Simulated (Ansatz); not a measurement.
**Single-point calculation of Si4H9F**

The run: single-point calculation of Si4H9F. Method and program: RKS BLYP-D4/def2-TZVPP (Ansatz 0.2.0).

The geometry comes from this level: PBE0-D4/def2-TZVP.

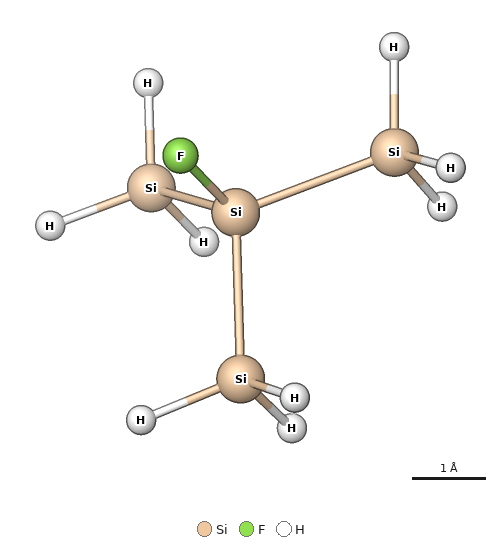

Fig. 1: The structure (ball-and-stick view, seen at a tilt). Bond lengths as drawn: F–Si 1.62 Å, H–Si 1.49 Å and Si–Si 2.35 Å.

Input file:
```yaml
crystal:
  periodic: [false, false, false]
  atoms:
    - {symbol: Si, position_ang: [-0.258759, 0.325404, -0.196523]}
    - {symbol: Si, position_ang: [1.258012, -1.386132, 0.323589]}
    - {symbol: Si, position_ang: [-0.551381, 0.439885, -2.520715]}
    - {symbol: Si, position_ang: [-2.319543, -0.107926, 0.835977]}
    - {symbol: F, position_ang: [0.323558, 1.738505, 0.340334]}
    - {symbol: H, position_ang: [2.573833, -1.154450, -0.329765]}
    - {symbol: H, position_ang: [1.456823, -1.499993, 1.793066]}
    - {symbol: H, position_ang: [0.683735, -2.661505, -0.186245]}
    - {symbol: H, position_ang: [-1.515318, 1.511060, -2.888661]}
    - {symbol: H, position_ang: [0.740745, 0.687744, -3.214231]}
    - {symbol: H, position_ang: [-1.094561, -0.872508, -2.966787]}
    - {symbol: H, position_ang: [-2.814174, -1.411719, 0.314654]}
    - {symbol: H, position_ang: [-2.171154, -0.203874, 2.312703]}
    - {symbol: H, position_ang: [-3.314762, 0.949251, 0.513717]}
basis:
  gaussian: {orbitals: def2-TZVPP}
hamiltonian: {xc: {name: BLYP}, dispersion: d4}
```

Hardware: 4 CPU threads, shared host.

Command:
```bash
ansatz run in.yaml --threads 4 --pin off --events-out ev --progress --plain --max-ram 41984MiB --backend cuda --devices 0, --max-vram 37GiB
```

Output:
```
Functional definition: BLYP
  name "BLYP"
  cite "Becke, Phys. Rev. A 38, 3098 (1988) doi:10.1103/PhysRevA.38.3098"
  cite "Lee, Yang & Parr, Phys. Rev. B 37, 785 (1988) doi:10.1103/PhysRevB.37.785"
  parameter beta = 0.0042
  parameter a = 0.04918
  parameter b = 0.132
  parameter c = 0.2533
  parameter d = 0.349
  exchange = b88_x(beta = beta)
  correlation = lyp_c(a = a, b = b, c = c, d = d)
1839 factors; their error is unknown
mean field evaluation 1: about -34372.5946 eV, gradient 4.2e1 eV
mean field evaluation 2: about -34367.3367 eV, gradient 8.0e1 eV
mean field evaluation 4: about -34376.4988 eV, gradient 3.6e0 eV
mean field evaluation 8: about -34376.5312 eV, gradient 7.9e-2 eV
mean field evaluation 16: about -34376.4664 eV, gradient 6.2e-5 eV
mean field -34376.46643957 eV, -1263.3118404485 hartree, gradient 6.2e-5 eV, S^2 0.000000; 0 other end points of the search recorded, 0 dependent functions left out
reference -34376.46691648 eV, -1263.3118579746 hartree; 37, 37 occupied and 288, 288 virtual orbitals, 1839 factors
Total energy: -34377.26474203 eV, -1263.3411775227 hartree
```

Key numbers:

```tsv
quantity	value
outcome	converged
total energy	−34377.2647 eV
mean-field energy	−34376.4669 eV
dispersion energy	−0.7978 eV
SCF solution under orbital rotations	stable
wall time	4 s (CPU time 4.4 s)
peak memory	0.95 GiB
```
